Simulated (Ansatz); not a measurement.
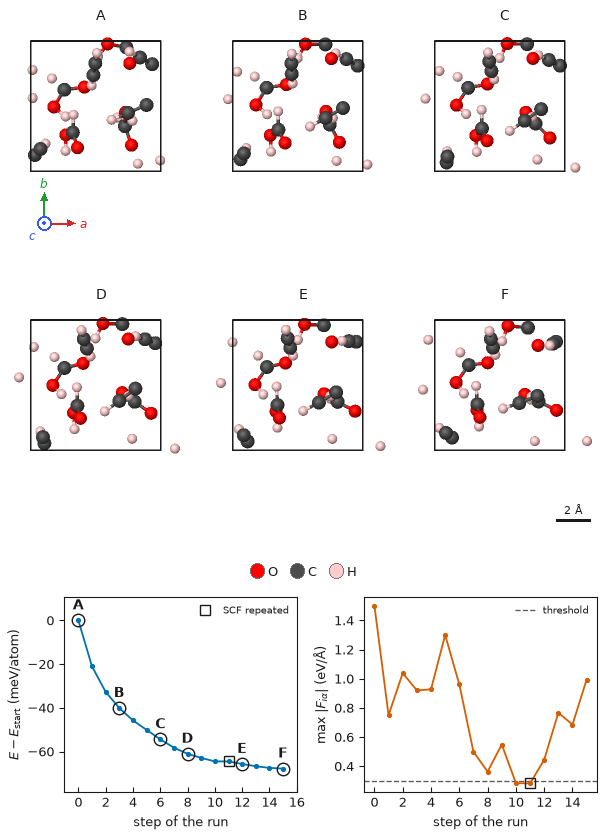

Frames of a relaxation of an amorphous cell of composition H₄C₃O₂, marked on the history of the run. The picture is a ball-and-stick view of the cell of the calculation, seen along the c axis.

The cell holds 4 HCOOH + 4 C2H2. The run prepares the start of a later molecular dynamics calculation, from a guessed geometry.

These are results of DFT PBEsol, scalar-relativistic, plane waves, PAW (Ansatz), not measurements. Set-up: plane-wave cutoff 420 eV; k-point mesh 1 × 1 × 1; occupations fermi dirac; smearing width 0.05 eV; no spin polarisation; atoms relaxed in a fixed cell; force threshold 0.3 eV/Å; at most 15 steps.

Q: What happens along the run?

A: The relaxation stopped without meeting its thresholds, so the last structure isn't shown to be converged. It used up its limit of 15 steps. The atom that moves furthest is an H atom (1.60 Å along [1 −1 1]). Largest moves by element: H 1.60 Å, O 1.51 Å, C 1.08 Å. The lattice vectors keep their values. Near-neighbour distances that change, for instance: H–O 0.980 → 1.028 Å, C–O 1.350 → 1.313 Å, C–H 1.096 → 1.123 Å, H–O 0.980 → 1.006 Å. Bond angles that change, for instance: C–O–H 106.0° → 111.5°, C–C–H 180.0° → 175.0°, C–O–H 106.0° → 110.4°. After 14 accepted moves (15 points after the start) the energy has fallen by 67.8 meV per atom. Largest force component: 1.5 eV/Å at the start, 0.99 eV/Å at the end. 1 step only repeated the SCF at the same geometry. The forces were under the threshold at step 10, but the run went on from there. The run took 70 s on 1 thread of Arm Neoverse V1, with other jobs on the host, peak memory 0.45 GiB. From step 0 to 3: O and H atoms move most (0.46 Å), energy −40.1 meV per atom. From step 3 to 6: an O atom moves most (0.58 Å), energy −14.3 meV per atom. From step 6 to 8: an O atom moves most (0.39 Å), energy −6.6 meV per atom. From step 8 to 12: an H atom moves most (0.48 Å), energy −4.7 meV per atom. From step 12 to 15: an H atom moves most (0.56 Å), energy −2.1 meV per atom.

| step | E − E(0), meV/atom | largest force component, eV/Å | note |
| --- | --- | --- | --- |
| 0 | 0.00 | 1.5019 |  |
| 1 | -21.04 | 0.7501 |  |
| 2 | -32.70 | 1.0389 |  |
| 3 | -40.10 | 0.9204 |  |
| 4 | -45.75 | 0.9276 |  |
| 5 | -50.09 | 1.3007 |  |
| 6 | -54.39 | 0.9615 |  |
| 7 | -58.23 | 0.4990 |  |
| 8 | -61.04 | 0.3631 |  |
| 9 | -62.91 | 0.5490 |  |
| 10 | -64.51 | 0.2846 |  |
| 11 | -64.51 | 0.2820 | same geometry, SCF repeated |
| 12 | -65.70 | 0.4447 |  |
| 13 | -66.72 | 0.7673 |  |
| 14 | -67.47 | 0.6857 |  |
| 15 | -67.81 | 0.9949 |  |

Limits of the set-up: the program's low-accuracy preset was used; the periodic images lie only 7.8 Å apart, so the values are limited by the cell's size.
